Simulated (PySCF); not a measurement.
# MoN(OH)3 (H$_{3}$MoNO$_{3}$): electronic structure

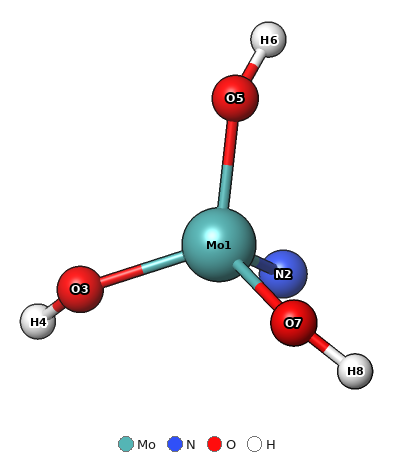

The molecule, with its atoms numbered as below. No frequency check shows the geometry to be a minimum.

Cartesian coordinates (Å):

```
Mo1     -0.0024   -0.0014    0.0215
N2       0.0008   -0.0033   -1.6807
O3      -1.7226   -0.4265    0.4534
H4      -2.5547   -0.6218    0.0048
O5       0.4925    1.7037    0.4502
H6       0.7376    2.5197   -0.0036
O7       1.2386   -1.2699    0.4534
H8       1.8429   -1.8743    0.0047
```

## 1. Bonding charge

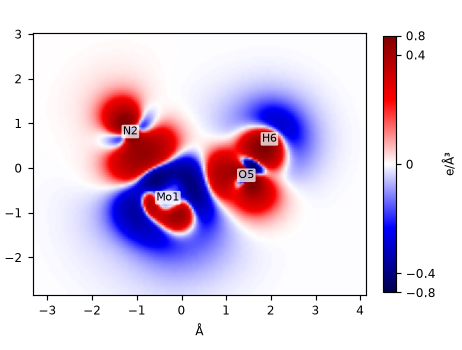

Deformation density (molecule less spherical, spin-averaged free atoms) in the plane of Mo1, N2, O5 and H6; colour scale in e/Å³, logarithmic beyond ±0.1; red: gain, blue: loss.

PySCF calculation, ωB97X/def2-SVPD, gas phase; geometry: GFN2-xTB. Core potentials replace the inner electrons of Mo; spin–orbit coupling isn't included. This is a single-reference result, which may miss multireference character in this system.

> Describe the bonding that the map shows.

Mo1–N2: +0.38 e/Å³ at the bond critical point (bond length 1.70 Å). Mo1–O5: +0.02 e/Å³ at the bond critical point (bond length 1.83 Å); up to 0.6 Å beside the axis the gain reaches +0.26 e/Å³. In all, 2.2 electrons gather in the regions of gain relative to the promolecule. A small or negative value marks a very polar bond, one between electron-rich atoms, whose free-atom densities already overlap strongly, a long bond to a heavier atom, or a closed-shell contact such as a hydrogen bond.

> Where do the Hirshfeld charges lie?

The highest Hirshfeld charge is on Mo1 (+0.85 e), the lowest on N2 (−0.36 e).

## 2. Bond critical points

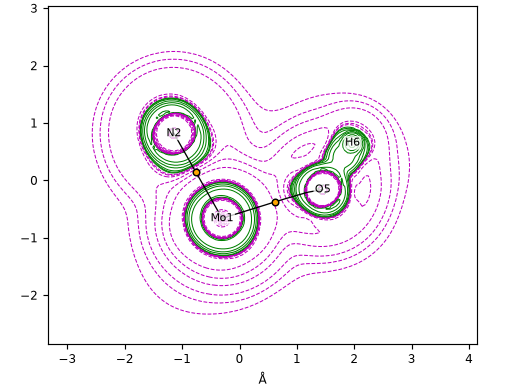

Negative Laplacian of the density (−∇²ρ) in the plane of Mo1, N2, O5 and H6 (solid green lines positive, dashed magenta lines negative, contours at ±0.02 to ±8 a.u.), with bond paths and bond critical points (dots).

> At which bond critical points in this plane is charge locally concentrated, and at which depleted?

At none is it concentrated. Depleted (∇²ρ > 0): Mo1–N2 (+0.34 a.u., H = −0.258); Mo1–O5 (+0.73 a.u., H = −0.077). A positive Laplacian with negative H is typical of metal–ligand bonds.

> Where along Mo1–N2 does the critical point lie?

0.93 Å from Mo1 and 0.77 Å from N2.

## 3. Local ionisation energy

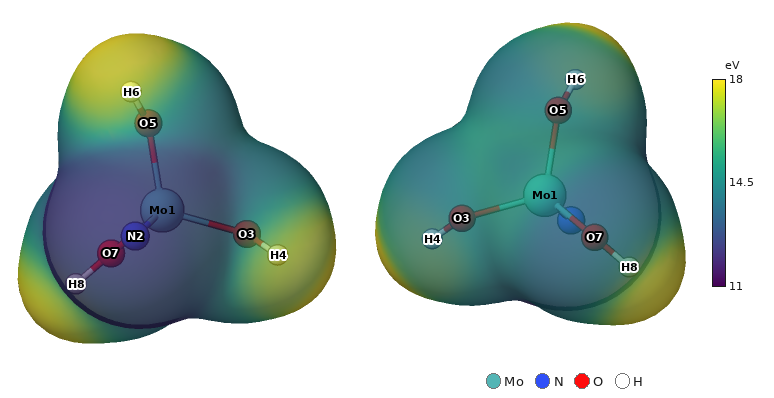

Average local ionisation energy on the surface of electron density 0.001 a.u. (back view left, front view right).

> Locate the minima of the map.

The lowest value is 12.0 eV, 1.9 Å from N2. Further minima include 12.1 eV, 2.1 Å from N2, and at like points elsewhere; 13.8 eV, 1.8 Å from O7, and at like points elsewhere. For comparison, the highest occupied orbital lies at −10.5 eV.

## 4. In an electric field

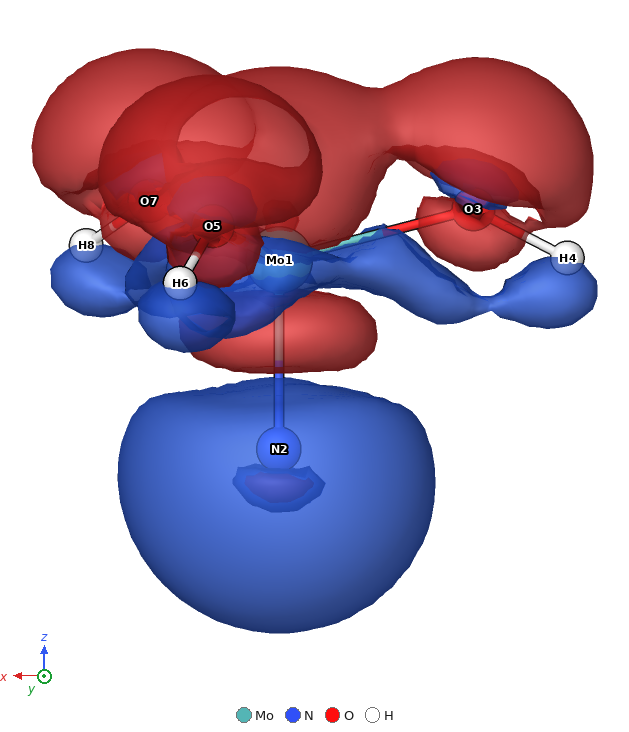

Change of the electron density in a uniform field of 0.21 V/Å, surfaces at ±0.001 e/Å³ (blue: gain, red: loss).

Computed with PySCF, B3LYP/def2-TZVP, geometry: GFN2-xTB. Core potentials replace the inner electrons of Mo; spin–orbit coupling isn't included. This is a single-reference result, which may miss multireference character in this system. A basis without diffuse functions makes polarisabilities too small.

> Along which Cartesian direction does the field point?

Along +z: electrons gather on the −z side, against the field.

> What dipole is induced, and what polarisability does it imply?

The induced dipole is 0.54 D (along the field); α along this axis, from the fields in both directions, is 54 bohr³ (7.9 Å³).

> Which atoms gain and lose the most charge?

Electrons gather most on N2 (Hirshfeld charge changes by −0.026 e) and leave Mo1 most (+0.009 e); 0.047 electrons are displaced in all.
